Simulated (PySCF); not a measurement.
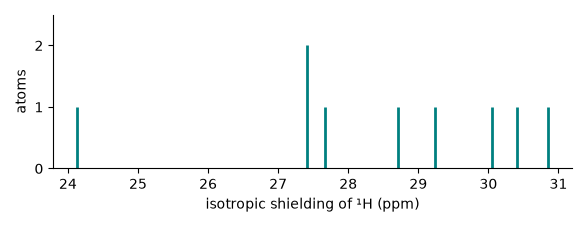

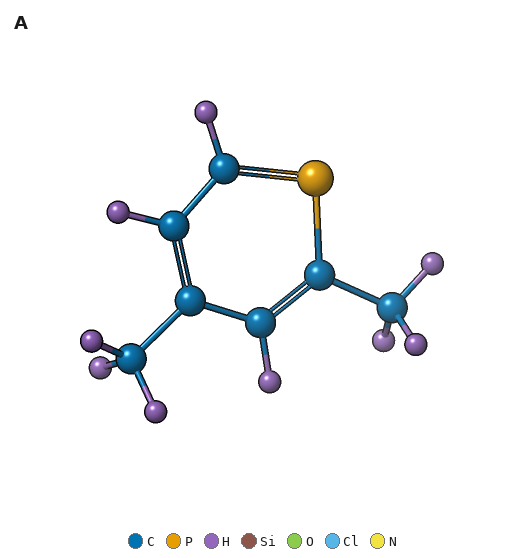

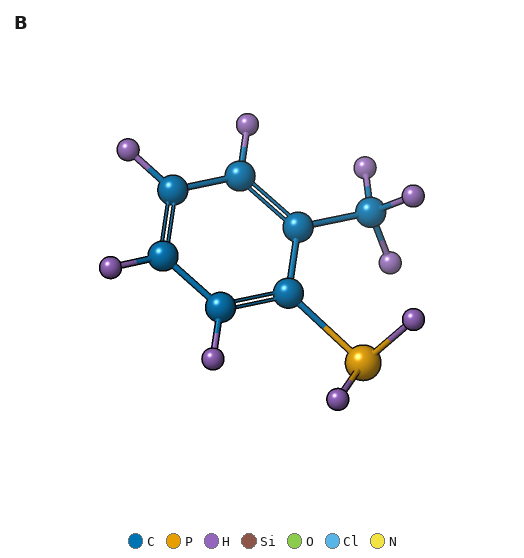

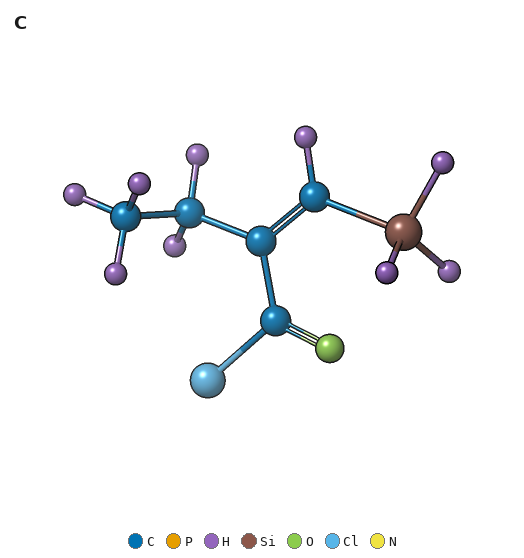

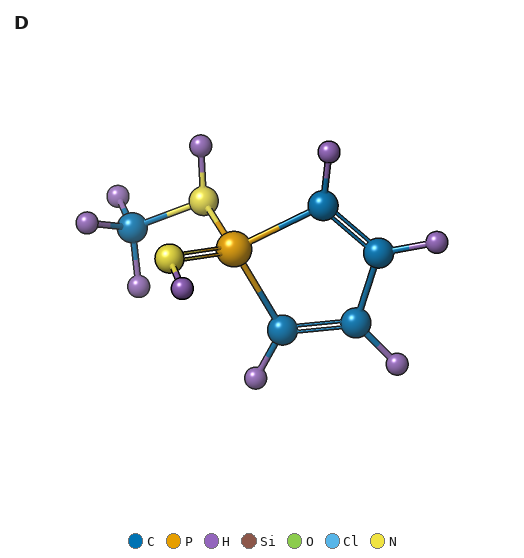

The sticks are computed shieldings of one of the molecules, for one fixed geometry (GFN2-xTB) without averaging over rotations. Low shielding means a high chemical shift. Method: GIAO PBE0/pcSseg-1 NMR shielding, non-relativistic, gas phase (PySCF 2.14.0).

> Which molecule gives this pattern?

C, `CC/C(=C/[SiH3])C(=O)Cl`. Its 9 H atoms give lines at 24.13, 27.42 (2 atoms), 27.67, 28.71, 29.24, 30.05, 30.41, 30.85 ppm.

The geometry is semi-empirical. Around P, Si such bond lengths and angles can be off by a tenth of an ångström or more and by several degrees, and values that hang on the shape move with them.
